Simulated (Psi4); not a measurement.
# Geometry relaxation, with input and output: N₂H₃ (part 2 of 2)

The same run, continued: N₂H₃ (hydrazinyl radical), multiplicity 2, SMILES [NH]N; BLYP/6-31G*, UKS, dispersion D3(BJ) (Psi4 1.11). 

Geometry of the input (Å):
```
N  -0.1804  -0.8480  0.4754
N  -0.1415  0.2158  -0.4526
H  0.8512  -1.0002  0.7949
H  -0.9736  0.5880  -0.6243
H  0.6287  0.9466  -0.2486
```

## Trajectory as extended XYZ (Å, eV, eV/Å), 26 frames, from step=0 to step=25
```
5
Properties=species:S:1:pos:R:3:forces:R:3 step=0 energy=-3025.27524
N    -0.1804   -0.8480    0.4754    0.7590   0.3199  -0.2366
N    -0.1415    0.2158   -0.4526    7.0678  -1.9392   2.3327
H     0.8511   -1.0002    0.7949   -1.3908   0.4450  -0.6654
H    -0.9736    0.5880   -0.6243   -5.0047   2.0958  -0.8047
H     0.6287    0.9466   -0.2486   -1.4309  -0.9213  -0.6259
5
Properties=species:S:1:pos:R:3:forces:R:3 step=1 energy=-3025.61479
N    -0.2056   -0.8380    0.4643    0.9020  -0.0411   0.1708
N    -0.1036    0.2032   -0.4380   -1.3627   0.2243  -0.2021
H     0.8045   -0.9890    0.7795   -0.8472   0.0965  -0.2261
H    -1.0564    0.6157   -0.6411    1.0891  -0.4777   0.2167
H     0.5816    0.9442   -0.2636    0.2188   0.1982   0.0411
5
Properties=species:S:1:pos:R:3:forces:R:3 step=2 energy=-3025.62630
N    -0.2028   -0.8383    0.4647    0.7244  -0.0170   0.1118
N    -0.1065    0.2036   -0.4385   -1.0359   0.1987  -0.1016
H     0.8028   -0.9889    0.7789   -0.7193   0.0997  -0.2065
H    -1.0532    0.6143   -0.6405    0.8952  -0.4116   0.1931
H     0.5826    0.9445   -0.2635    0.1356   0.1304   0.0034
5
Properties=species:S:1:pos:R:3:forces:R:3 step=3 energy=-3025.64044
N    -0.1979   -0.8388    0.4654    0.3923   0.0269   0.0031
N    -0.1117    0.2042   -0.4392   -0.4392   0.1322   0.0779
H     0.7997   -0.9888    0.7779   -0.4748   0.1026  -0.1658
H    -1.0474    0.6117   -0.6395    0.5257  -0.2819   0.1453
H     0.5843    0.9449   -0.2634   -0.0039   0.0204  -0.0604
5
Properties=species:S:1:pos:R:3:forces:R:3 step=4 energy=-3025.64621
N    -0.1921   -0.8395    0.4660   -0.0424   0.0785  -0.1322
N    -0.1178    0.2051   -0.4397    0.2990   0.0148   0.2884
H     0.7953   -0.9886    0.7762   -0.1420   0.0989  -0.1028
H    -1.0403    0.6081   -0.6382    0.0355  -0.1035   0.0759
H     0.5859    0.9451   -0.2636   -0.1500  -0.0885  -0.1291
5
Properties=species:S:1:pos:R:3:forces:R:3 step=5 energy=-3025.64639
N    -0.1922   -0.8394    0.4658   -0.0409   0.0750  -0.1285
N    -0.1177    0.2051   -0.4396    0.2823   0.0149   0.2799
H     0.7951   -0.9885    0.7761   -0.1404   0.0973  -0.1011
H    -1.0404    0.6081   -0.6381    0.0411  -0.1050   0.0759
H     0.5857    0.9450   -0.2637   -0.1420  -0.0820  -0.1260
5
Properties=species:S:1:pos:R:3:forces:R:3 step=6 energy=-3025.64674
N    -0.1924   -0.8394    0.4656   -0.0379   0.0683  -0.1214
N    -0.1175    0.2050   -0.4393    0.2499   0.0150   0.2634
H     0.7948   -0.9885    0.7759   -0.1374   0.0940  -0.0976
H    -1.0405    0.6079   -0.6381    0.0518  -0.1079   0.0757
H     0.5854    0.9449   -0.2640   -0.1263  -0.0693  -0.1200
5
Properties=species:S:1:pos:R:3:forces:R:3 step=7 energy=-3025.64720
N    -0.1927   -0.8393    0.4652   -0.0339   0.0584  -0.1110
N    -0.1171    0.2050   -0.4389    0.2041   0.0152   0.2396
H     0.7944   -0.9883    0.7756   -0.1327   0.0893  -0.0925
H    -1.0406    0.6076   -0.6381    0.0664  -0.1116   0.0754
H     0.5850    0.9447   -0.2643   -0.1039  -0.0511  -0.1113
5
Properties=species:S:1:pos:R:3:forces:R:3 step=8 energy=-3025.64772
N    -0.1930   -0.8392    0.4648   -0.0293   0.0457  -0.0977
N    -0.1167    0.2049   -0.4384    0.1482   0.0152   0.2096
H     0.7938   -0.9882    0.7752   -0.1263   0.0832  -0.0858
H    -1.0407    0.6072   -0.6381    0.0833  -0.1156   0.0745
H     0.5844    0.9444   -0.2648   -0.0758  -0.0283  -0.1004
5
Properties=species:S:1:pos:R:3:forces:R:3 step=9 energy=-3025.64824
N    -0.1933   -0.8391    0.4642   -0.0249   0.0307  -0.0821
N    -0.1163    0.2049   -0.4378    0.0868   0.0151   0.1751
H     0.7931   -0.9880    0.7747   -0.1179   0.0759  -0.0777
H    -1.0407    0.6068   -0.6380    0.0999  -0.1189   0.0729
H     0.5838    0.9441   -0.2653   -0.0439  -0.0025  -0.0880
5
Properties=species:S:1:pos:R:3:forces:R:3 step=10 energy=-3025.64873
N    -0.1937   -0.8390    0.4636   -0.0212   0.0139  -0.0649
N    -0.1158    0.2048   -0.4371    0.0254   0.0149   0.1380
H     0.7923   -0.9878    0.7741   -0.1074   0.0675  -0.0684
H    -1.0407    0.6062   -0.6379    0.1135  -0.1205   0.0702
H     0.5832    0.9438   -0.2660   -0.0103   0.0244  -0.0747
5
Properties=species:S:1:pos:R:3:forces:R:3 step=11 energy=-3025.64914
N    -0.1941   -0.8389    0.4629   -0.0193  -0.0038  -0.0470
N    -0.1153    0.2048   -0.4363   -0.0292   0.0149   0.1008
H     0.7915   -0.9875    0.7735   -0.0947   0.0583  -0.0581
H    -1.0405    0.6055   -0.6378    0.1210  -0.1193   0.0660
H     0.5826    0.9436   -0.2667    0.0222   0.0500  -0.0615
5
Properties=species:S:1:pos:R:3:forces:R:3 step=12 energy=-3025.64954
N    -0.1945   -0.8389    0.4621   -0.0197  -0.0231  -0.0277
N    -0.1149    0.2048   -0.4354   -0.0742   0.0152   0.0628
H     0.7906   -0.9871    0.7727   -0.0783   0.0476  -0.0459
H    -1.0402    0.6047   -0.6376    0.1189  -0.1134   0.0592
H     0.5821    0.9434   -0.2675    0.0533   0.0738  -0.0482
5
Properties=species:S:1:pos:R:3:forces:R:3 step=13 energy=-3025.64990
N    -0.1948   -0.8388    0.4613   -0.0235  -0.0423  -0.0086
N    -0.1145    0.2048   -0.4345   -0.0997   0.0162   0.0278
H     0.7896   -0.9867    0.7719   -0.0579   0.0357  -0.0322
H    -1.0395    0.6037   -0.6373    0.1025  -0.1011   0.0493
H     0.5818    0.9434   -0.2684    0.0787   0.0917  -0.0360
5
Properties=species:S:1:pos:R:3:forces:R:3 step=14 energy=-3025.65024
N    -0.1951   -0.8389    0.4604   -0.0306  -0.0592   0.0083
N    -0.1142    0.2048   -0.4335   -0.0969   0.0179  -0.0001
H     0.7886   -0.9862    0.7710   -0.0342   0.0228  -0.0174
H    -1.0385    0.6024   -0.6369    0.0682  -0.0809   0.0356
H     0.5817    0.9436   -0.2694    0.0935   0.0996  -0.0262
5
Properties=species:S:1:pos:R:3:forces:R:3 step=15 energy=-3025.65054
N    -0.1953   -0.8390    0.4596   -0.0396  -0.0706   0.0206
N    -0.1141    0.2050   -0.4325   -0.0614   0.0202  -0.0171
H     0.7876   -0.9855    0.7700   -0.0087   0.0093  -0.0021
H    -1.0372    0.6010   -0.6365    0.0156  -0.0526   0.0183
H     0.5821    0.9441   -0.2705    0.0941   0.0938  -0.0196
5
Properties=species:S:1:pos:R:3:forces:R:3 step=16 energy=-3025.65072
N    -0.1955   -0.8393    0.4588   -0.0464  -0.0724   0.0261
N    -0.1140    0.2053   -0.4316    0.0013   0.0219  -0.0215
H     0.7868   -0.9848    0.7690    0.0155  -0.0047   0.0129
H    -1.0357    0.5995   -0.6360   -0.0494  -0.0180  -0.0014
H     0.5829    0.9450   -0.2717    0.0790   0.0733  -0.0160
5
Properties=species:S:1:pos:R:3:forces:R:3 step=17 energy=-3025.65077
N    -0.1958   -0.8398    0.4581   -0.0437  -0.0615   0.0235
N    -0.1138    0.2057   -0.4308    0.0672   0.0219  -0.0164
H     0.7861   -0.9840    0.7681    0.0337  -0.0189   0.0269
H    -1.0343    0.5981   -0.6355   -0.1095   0.0167  -0.0205
H     0.5841    0.9463   -0.2729    0.0523   0.0420  -0.0133
5
Properties=species:S:1:pos:R:3:forces:R:3 step=18 energy=-3025.65078
N    -0.1958   -0.8398    0.4581   -0.0420  -0.0602   0.0229
N    -0.1138    0.2058   -0.4308    0.0636   0.0217  -0.0163
H     0.7862   -0.9840    0.7681    0.0326  -0.0190   0.0267
H    -1.0344    0.5981   -0.6355   -0.1064   0.0158  -0.0199
H     0.5841    0.9463   -0.2729    0.0521   0.0418  -0.0131
5
Properties=species:S:1:pos:R:3:forces:R:3 step=19 energy=-3025.65081
N    -0.1958   -0.8399    0.4581   -0.0387  -0.0575   0.0215
N    -0.1137    0.2058   -0.4308    0.0568   0.0213  -0.0161
H     0.7862   -0.9840    0.7681    0.0305  -0.0190   0.0263
H    -1.0345    0.5981   -0.6355   -0.1003   0.0139  -0.0188
H     0.5841    0.9464   -0.2729    0.0518   0.0414  -0.0127
5
Properties=species:S:1:pos:R:3:forces:R:3 step=20 energy=-3025.65085
N    -0.1959   -0.8400    0.4581   -0.0339  -0.0536   0.0195
N    -0.1137    0.2059   -0.4308    0.0470   0.0208  -0.0158
H     0.7862   -0.9840    0.7681    0.0273  -0.0191   0.0258
H    -1.0347    0.5982   -0.6356   -0.0916   0.0112  -0.0173
H     0.5842    0.9464   -0.2729    0.0511   0.0408  -0.0121
5
Properties=species:S:1:pos:R:3:forces:R:3 step=21 energy=-3025.65090
N    -0.1960   -0.8400    0.4582   -0.0279  -0.0486   0.0168
N    -0.1136    0.2059   -0.4309    0.0349   0.0201  -0.0151
H     0.7863   -0.9840    0.7682    0.0234  -0.0191   0.0250
H    -1.0349    0.5982   -0.6356   -0.0805   0.0079  -0.0152
H     0.5843    0.9466   -0.2730    0.0500   0.0398  -0.0114
5
Properties=species:S:1:pos:R:3:forces:R:3 step=22 energy=-3025.65094
N    -0.1961   -0.8401    0.4582   -0.0208  -0.0424   0.0135
N    -0.1135    0.2060   -0.4309    0.0212   0.0194  -0.0141
H     0.7863   -0.9840    0.7683    0.0187  -0.0191   0.0242
H    -1.0351    0.5983   -0.6357   -0.0676   0.0040  -0.0129
H     0.5844    0.9467   -0.2730    0.0484   0.0383  -0.0106
5
Properties=species:S:1:pos:R:3:forces:R:3 step=23 energy=-3025.65099
N    -0.1962   -0.8403    0.4583   -0.0131  -0.0354   0.0097
N    -0.1133    0.2061   -0.4310    0.0070   0.0185  -0.0125
H     0.7864   -0.9840    0.7683    0.0135  -0.0191   0.0231
H    -1.0354    0.5984   -0.6357   -0.0535  -0.0001  -0.0102
H     0.5845    0.9469   -0.2730    0.0460   0.0362  -0.0099
5
Properties=species:S:1:pos:R:3:forces:R:3 step=24 energy=-3025.65103
N    -0.1963   -0.8404    0.4583   -0.0051  -0.0275   0.0053
N    -0.1132    0.2062   -0.4310   -0.0067   0.0176  -0.0101
H     0.7865   -0.9840    0.7684    0.0081  -0.0189   0.0218
H    -1.0357    0.5984   -0.6358   -0.0390  -0.0043  -0.0075
H     0.5847    0.9470   -0.2731    0.0427   0.0332  -0.0094
5
Properties=species:S:1:pos:R:3:forces:R:3 step=25 energy=-3025.65107
N    -0.1964   -0.8406    0.4584    0.0034  -0.0183  -0.0001
N    -0.1131    0.2064   -0.4311   -0.0195   0.0166  -0.0065
H     0.7865   -0.9841    0.7685    0.0021  -0.0185   0.0203
H    -1.0361    0.5985   -0.6358   -0.0236  -0.0086  -0.0044
H     0.5849    0.9473   -0.2731    0.0375   0.0288  -0.0091
```

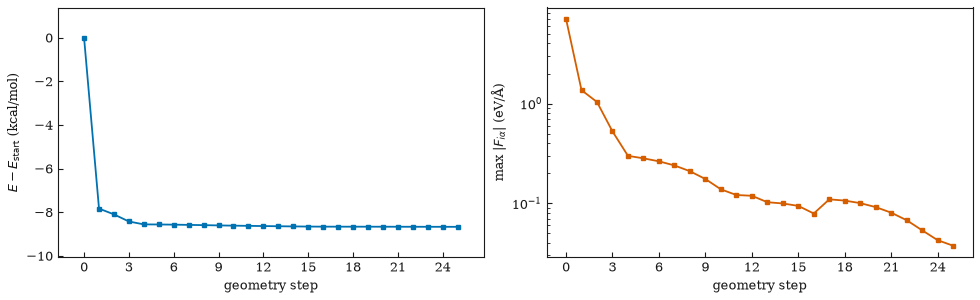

Figure 1. Progress of the relaxation, step by step (steps are counted from 0).

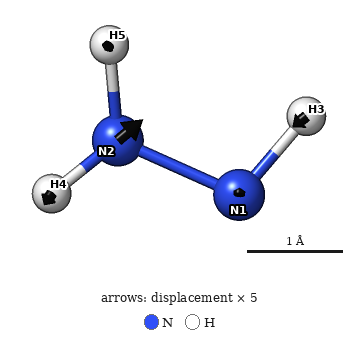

Figure 2. The starting structure with the displacements as black arrows, magnified 5 times (ball-and-stick view, seen at a tilt). The two geometries are laid on each other by the best rigid fit. N2 moves most after the best rigid fit: 0.070 Å. By element the largest moves are N 0.070 Å, H 0.038 Å. Among the contacts that change: N2–H4 0.928 → 1.023 Å, N2–H5 1.081 → 1.030 Å, N1–H3 1.091 → 1.041 Å, N1–N2 1.412 → 1.376 Å. Among the angles that change: N1–N2–H5 113.9° → 119.3°, H4–N2–H5 113.8° → 111.5°, N1–N2–H4 113.5° → 111.5°. Over 25 geometry steps the energy falls by 8.67 kcal/mol. Largest force component: 7.1 eV/Å at the start, 0.038 eV/Å at the end. (Atoms are counted from 1 in the order of the input.)

## Key numbers

```json
{"quantity": "outcome", "value": "converged"}
{"quantity": "total energy", "value": "−111.190626 hartree"}
{"quantity": "dispersion energy", "value": "−0.003283 hartree"}
{"quantity": "basis functions", "value": "36"}
{"quantity": "⟨S²⟩", "value": "0.752"}
{"quantity": "dipole moment", "value": "2.58 D"}
{"quantity": "wall time", "value": "56 s"}
{"quantity": "peak memory", "value": "0.68 GiB"}
```
